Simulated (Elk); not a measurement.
# Magnetic state of Nickel from several starts, part 2 of 2

Wanted: the moments of Nickel and the energy of each order that was tried.

Elk 11.2.3 (patched build); PBE; all-electron APW+lo, Dirac cores, scalar-relativistic bands.

So far, largest spin moment in the muffin-tin sphere (μB): step 2 (order 1, typed as ferro +) 0.630.

**3. Start 2: antiferro q=(0,1/2,1/2) +-**

Another pattern of signs weighs the neighbour shells otherwise.

The cell is doubled to 2 atoms to hold this order. Its mesh is chosen so that both cells sample the same points.

Input file elk.in:

```
tasks
  0

xctype
  20

rgkmax
  7.0

nempty
  12

swidth
  0.001837

reducebf
  0.5

epsengy
  1e-05

maxscl
  100

lmaxi
  3

spinpol
  .true.

sppath
  './'

avec
  0.00000000000 3.32957459939 3.32957459939
  6.65914919879 0.00000000000 6.65914919879
  6.65914919879 3.32957459939 3.32957459939

atoms
  1
  'Ni.in'
  2
  0.0000000000 0.0000000000 0.0000000000   0.000000 0.000000 -0.050000
  0.0000000000 0.5000000000 0.0000000000   0.000000 0.000000 0.050000

ngridk
  16 8 16
```

The run is started by

```bash
OMP_NUM_THREADS=2 elk
```

Numbers of over 12 decimals in the logs are rounded to 6 here.

Log:

```text
Warning(gndstate): core states of species 1 leak from the muffin-tin :   0.4059418816E-03

--- INFO.OUT ---
┌─────────────────────────┐
│ Elk code version 11.2.3 │
└─────────────────────────┘

All units are atomic (Hartree, Bohr, etc.)

┌─────────────────────────────────────────────────┐
│ Ground-state run starting from atomic densities │
└─────────────────────────────────────────────────┘

Lattice vectors :
   0.000000000       3.329574599       3.329574599
   6.659149199       0.000000000       6.659149199
   6.659149199       3.329574599       3.329574599

Species : 1 (Ni)
 parameters loaded from : Ni.in
 name : nickel
 nuclear charge    :   -28.00000000
 electronic charge :    28.00000000
 atomic mass :    106991.5231
 muffin-tin radius :    2.329364778
 number of radial points in muffin-tin :    993
 inner part over the whole radius :   0.9875265472E-02
 number on inner part of muffin-tin    :    700
 approximate nuclear radius :   0.7325707712E-04
 number of mesh points to nuclear radius :    335
 atomic positions (lattice), magnetic fields (Cartesian) :
  1 :   0.00000000  0.00000000  0.00000000    0.00000000  0.00000000 -0.05000000
  2 :   0.00000000  0.50000000  0.00000000    0.00000000  0.00000000  0.05000000

Total number of atoms per unit cell :    2
Total muffin-tin volume :    105.8841897
 ratio of muffin-tin to unit cell volume :   0.7171415360

Spin treatment :
 spin-polarised
 global magnetic field (Cartesian) :    0.000000000       0.000000000       0.000000000
 collinear magnetisation in z-direction

Number of Bravais lattice symmetries :   16
Number of crystal symmetries         :   32
Crystal has inversion symmetry
Real symmetric eigensolver will be used

k-point grid :     16     8    16
k-point offset :    0.000000000       0.000000000       0.000000000
k-point set is reduced with full crystal symmetry group
Total number of k-points :      205

Muffin-tin radius times maximum |G+k| :    7.000000000
 using average radius
Maximum |G+k| for APW functions       :    3.005111122
Maximum (1/2)|G+k|²                   :    4.515346427
Maximum |G| for potential and density :    12.00000000
Constant for pseudocharge density :    7
 order of it for each species :   14
 order of it for pair densities of each species (exact exchange by exxq0 0: 14) :   10
Radial integration step length :    1

G-vector grid sizes :     18    36    32
Number of G-vectors :     4273

Maximum angular momentum used for
 APW functions            :    8
 outer part of muffin-tin :    6
 inner part of muffin-tin :    3

Number of empty states         :     24
Total number of valence states :     82
Total number of core states    :     24

Third-order local-orbitals added for an l without core states : T
Total number of local-orbitals :     44

Exchange-correlation functional :     20     0     0
 Perdew-Burke-Ernzerhof, Phys. Rev. Lett. 77, 3865 (1996)
 gradient requirement :    1
 generalised gradient approximation (GGA)

Smearing type :    3
 Fermi-Dirac
Smearing width :   0.1837000000E-02
Effective electronic temperature (K) :    580.0787206

Mixing type :    3
 Broyden mixing, J. Phys. A: Math. Gen. 17, L317 (1984)

Kohn-Sham potential initialised from atomic data

┌──────────────────────────────┐
│ Self-consistent loop started │
└──────────────────────────────┘

┌─────────────────┐
│ Loop number : 1 │
└─────────────────┘

Energies :
 Fermi                       :     0.182525
 sum of occupied eigenvalues :     -1753.7754563767
 electron kinetic            :      3088.9057391723
 core electron kinetic       :      2773.1334419020
 Coulomb                     :     -6003.6639433030
 Coulomb potential           :     -4673.2003548872
 nuclear-nuclear             :     -539.78845639590
 electron-nuclear            :     -6276.2362943252
 Hartree                     :      812.36080741813
 Madelung                    :     -3667.0637658594
 xc potential                :     -169.33062813723
 xc effective B-field        :    -0.64484669455169E-01
 external B-field            :      0.000000
 exchange                    :     -124.41547146014
 correlation                 :     -2.680482
 electron entropic           :    -0.18182567541689E-02
 total energy                :     -3041.8559753618
 (external B-field energy excluded from total)

Density of states at Fermi energy :    169.4476203
 (states/Hartree/unit cell)

Estimated indirect band gap :   0.1931965193E-04
 from k-point 149 to k-point 153
Estimated direct band gap   :   0.3001906305E-02
 at k-point 12

Charges :
 core                        :    24.00000000
 valence                     :    32.00000000
 interstitial                :    1.629430686
 muffin-tins (core leakage)
  species : 1 (Ni)
   atom 1                    :    27.18528466     (  0.4075328391E-03)
   atom 2                    :    27.18528466     (  0.4075328391E-03)
 total in muffin-tins        :    54.37056931
 total calculated charge     :    55.99861701
 total charge                :    56.00000000
 error                       :   0.1382994937E-02

Moments :
 interstitial                :   0.2656633824E-17
 muffin-tins
  species : 1 (Ni)
   atom 1                    :    1.212546037
   atom 2                    :   -1.212546037
 total in muffin-tins        :    0.000000000
 total moment                :   0.2656633824E-17

[... earlier loops left out ...]

┌──────────────────┐
│ Loop number : 21 │
└──────────────────┘

Energies :
 Fermi                       :     0.271674
 sum of occupied eigenvalues :     -1747.1315129543
 electron kinetic            :      3090.1471898004
 core electron kinetic       :      2773.1690090810
 Coulomb                     :     -6004.6022003037
 Coulomb potential           :     -4672.0379082809
 nuclear-nuclear             :     -539.78845639590
 electron-nuclear            :     -6279.4079941397
 Hartree                     :      814.59425023187
 Madelung                    :     -3668.5832461633
 xc potential                :     -165.24002511496
 xc effective B-field        :    -0.76944989221862E-03
 external B-field            :      0.000000
 exchange                    :     -124.51481312445
 correlation                 :     -2.681660
 electron entropic           :    -0.21960731734998E-02
 total energy                :     -3041.6536793700
 (external B-field energy excluded from total)

Density of states at Fermi energy :    207.8714973
 (states/Hartree/unit cell)

Estimated indirect band gap :   0.4025965208E-04
 from k-point 9 to k-point 204
Estimated direct band gap   :   0.1656514772E-02
 at k-point 182

Charges :
 core                        :    24.00000000
 valence                     :    32.00000000
 interstitial                :    1.556144880
 muffin-tins (core leakage)
  species : 1 (Ni)
   atom 1                    :    27.22192756     (  0.4059418816E-03)
   atom 2                    :    27.22192756     (  0.4059418816E-03)
 total in muffin-tins        :    54.44385512
 total calculated charge     :    55.99867246
 total charge                :    56.00000000
 error                       :   0.1327535887E-02

Moments :
 interstitial                :   0.7113010952E-20
 muffin-tins
  species : 1 (Ni)
   atom 1                    :   0.1061928134
   atom 2                    :  -0.1061928134
 total in muffin-tins        :   0.1387778781E-16
 total moment                :   0.1388490082E-16

┌──────────────────────────────┐
│ Self-consistent loop stopped │
└──────────────────────────────┘

Warning : core states of species 1 leak from the muffin-tin :   0.4059418816E-03

Wrote STATE.OUT
```

Elapsed: 3.1 min, on 2 threads of AMD EPYC 9R14 (Zen 4), shared host; peak memory 0.19 GiB.

Spin moment in the muffin-tin sphere by atom:

```tsv
atom	spin moment in the muffin-tin sphere (μB)
Ni1	0.106
Ni2	-0.106
```

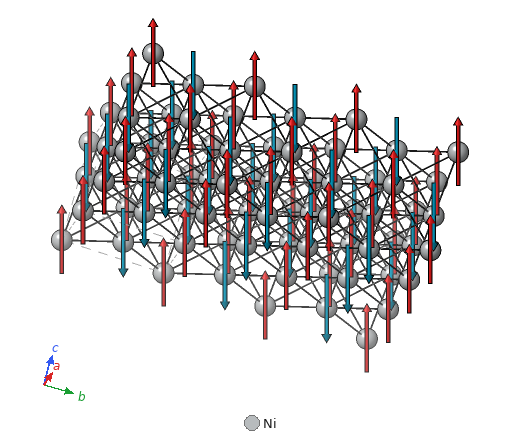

Spin moment in the muffin-tin sphere as arrows, the longest 0.106 μB. Up and down stand for the sign. Arrows give size and sign along the axis of quantisation, drawn up and down the page. The two directions have two colours. 3×3×1 conventional cells are drawn. Some periodic images of atoms are drawn too.

Numbers from this step:

```yaml
density_of_states_at_the_fermi_level: 7.639 states/eV/cell
moment_between_the_spheres: 0 μB
magnetization: 0 μB
final_state: weakly magnetic
```

It lies 52.9 meV a seeded atom over the first start.

**4. Order 3, typed as antiferro q=(0,0,1/2) +-**

An opposed order shows whether the pairs that it reverses prefer unlike signs.

This order needs a doubled cell of 2 atoms. Its mesh is chosen so that both cells sample the same points.

Input file elk.in:

```
tasks
  0

xctype
  20

rgkmax
  7.0

nempty
  12

swidth
  0.001837

reducebf
  0.5

epsengy
  1e-05

maxscl
  100

lmaxi
  3

spinpol
  .true.

sppath
  './'

avec
  0.00000000000 3.32957459939 3.32957459939
  3.32957459939 0.00000000000 3.32957459939
  6.65914919879 6.65914919879 0.00000000000

atoms
  1
  'Ni.in'
  2
  0.0000000000 0.0000000000 0.0000000000   0.000000 0.000000 -0.050000
  0.0000000000 0.0000000000 0.5000000000   0.000000 0.000000 0.050000

ngridk
  16 16 8
```

The run is started by

```bash
OMP_NUM_THREADS=2 elk
```

Log:

```text
Warning(gndstate): core states of species 1 leak from the muffin-tin :   0.4058945987E-03

--- INFO.OUT ---
┌─────────────────────────┐
│ Elk code version 11.2.3 │
└─────────────────────────┘

All units are atomic (Hartree, Bohr, etc.)

┌─────────────────────────────────────────────────┐
│ Ground-state run starting from atomic densities │
└─────────────────────────────────────────────────┘

Lattice vectors :
   0.000000000       3.329574599       3.329574599
   3.329574599       0.000000000       3.329574599
[...]
total calculated charge     :    55.99843003
 total charge                :    56.00000000
 error                       :   0.1569969646E-02

Moments :
 interstitial                :   0.4844517085E-18
 muffin-tins
  species : 1 (Ni)
   atom 1                    :   0.2692327889
   atom 2                    :  -0.2692327889
 total in muffin-tins        :    0.000000000
 total moment                :   0.4844517085E-18

┌──────────────────────────────┐
│ Self-consistent loop stopped │
└──────────────────────────────┘

Warning : core states of species 1 leak from the muffin-tin :   0.4058945987E-03

Wrote STATE.OUT

[key lines of the parts left out:]
total energy                :     -3041.6538074733
```

Wall time 3.1 min (2 threads); peak memory 0.16 GiB; 6.1 min of CPU time.

Spin moment in the muffin-tin sphere by atom:

```tsv
atom	spin moment in the muffin-tin sphere (μB)
Ni1	0.269
Ni2	-0.269
```

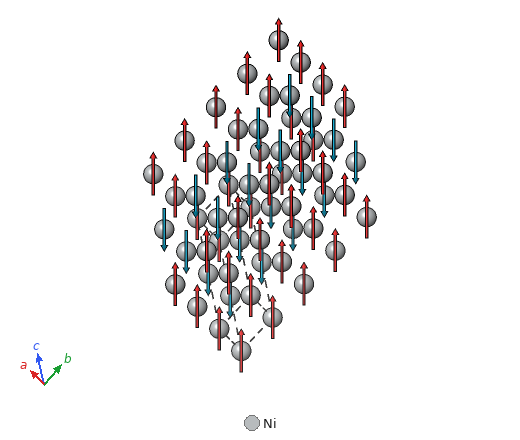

Spin moment in the muffin-tin sphere as arrows, the longest 0.269 μB. Up and down stand for the sign. Arrows give size and sign along the axis of quantisation, drawn up and down the page. The two directions have two colours. 3×4×1 cells are drawn. Some periodic images of atoms are drawn too.

Read from the output:

```yaml
density_of_states_at_the_fermi_level: 6.439 states/eV/cell
moment_between_the_spheres: 0 μB
magnetization: 0 μB
final_state: antiferromagnetic
```

It lies 51.1 meV a seeded atom over the first start, and its largest moment is 0.269 μB against 0.630 μB.

**5. Start 4: no spin polarisation**

This run holds no moments, which gives a state to set the others against.

Input file elk.in:

```
tasks
  0

xctype
  20

rgkmax
  7.0

nempty
  12

swidth
  0.001837

epsengy
  1e-05

maxscl
  100

lmaxi
  3

sppath
  './'

avec
  0.00000000000 3.32957459939 3.32957459939
  3.32957459939 0.00000000000 3.32957459939
  3.32957459939 3.32957459939 0.00000000000

atoms
  1
  'Ni.in'
  1
  0.0000000000 0.0000000000 0.0000000000   0.000000 0.000000 0.000000

ngridk
  16 16 16
```

The run is started by

```bash
OMP_NUM_THREADS=2 elk
```

Log:

```text
Warning(gndstate): core states of species 1 leak from the muffin-tin :   0.4059491924E-03

--- INFO.OUT ---
┌─────────────────────────┐
│ Elk code version 11.2.3 │
└─────────────────────────┘

All units are atomic (Hartree, Bohr, etc.)

┌─────────────────────────────────────────────────┐
│ Ground-state run starting from atomic densities │
└─────────────────────────────────────────────────┘

Lattice vectors :
   0.000000000       3.329574599       3.329574599
   3.329574599       0.000000000       3.329574599
[...]
Charges :
 core                        :    12.00000000
 valence                     :    16.00000000
 interstitial                :   0.7780863447
 muffin-tins (core leakage)
  species : 1 (Ni)
   atom 1                    :    27.22191366     (  0.4059491924E-03)
 total in muffin-tins        :    27.22191366
 total calculated charge     :    27.99906871
 total charge                :    28.00000000
 error                       :   0.9312912037E-03

┌──────────────────────────────┐
│ Self-consistent loop stopped │
└──────────────────────────────┘

Warning : core states of species 1 leak from the muffin-tin :   0.4059491924E-03

Wrote STATE.OUT

[key lines of the parts left out:]
total energy                :     -1520.8268012941
```

Run time: 5 s. Hardware: 2 threads; peak memory 0.05 GiB.

Numbers from this step:

```yaml
density_of_states_at_the_fermi_level: 3.989 states/eV/cell
final_state: non-magnetic (no spin polarisation)
```

It lies 53.9 meV a seeded atom over the first start.

**6. Energies of the orders**

These are free energies at a smearing of 0.05 eV, so its entropy term is in the differences. They are divided by the number of seeded atoms, so that cells of unlike size compare. Wavevectors q in the names are fractions of the reciprocal vectors of the first run's cell.

Orders:

```tsv
start	final state	typed order kept	energy over the lowest (meV a seeded atom)	largest sphere moment (μB)	net moment (μB a primitive cell)	DOS at the Fermi level (states/eV a primitive cell)	mesh matched	CPU time (s)
ferro +	ferromagnetic	yes	0	0.6303	0.6053	1.718	yes	59.36
antiferro q=(0,1/2,1/2) +-	weakly magnetic	yes	52.86	0.1062	0	3.82	yes	369.9
antiferro q=(0,0,1/2) +-	antiferromagnetic	yes	51.11	0.2692	0	3.219	yes	367.9
no spin polarisation	non-magnetic	-	53.9	0	0	3.989	yes	8.74
```

**7. Outcome**

- lowest state found: ferromagnetic (typed ferro +)
- largest site moment: 0.630 μB
- next state: antiferromagnetic, 51.1 meV a seeded atom higher
- energy gained by spin polarisation: 53.9 meV a seeded atom

In words: The lowest state found is ferromagnetic, reached from the start ferro +, with moments up to 0.630 μB. The next state costs 51 meV a seeded atom. Only 4 starts are shown; other collinear patterns, canted and longer-period orders are not.

[Logs and program files are shortened in this print: banners, set-up blocks, solver, clock and traceback lines can be left out without a mark of their own.]

[Logs are printed without paths, hosts, clocks, repeated set-up lines and the standing remarks that a program may print on its own settings, such as how far it seeks lower states.]

[Hosts, paths, dates, database ids (printed as entryN), source tags and the programs' standing remarks are cut or masked in the printed files.]

[Where a cell is said to come from a database of computed structures, the database is the Materials Project.]
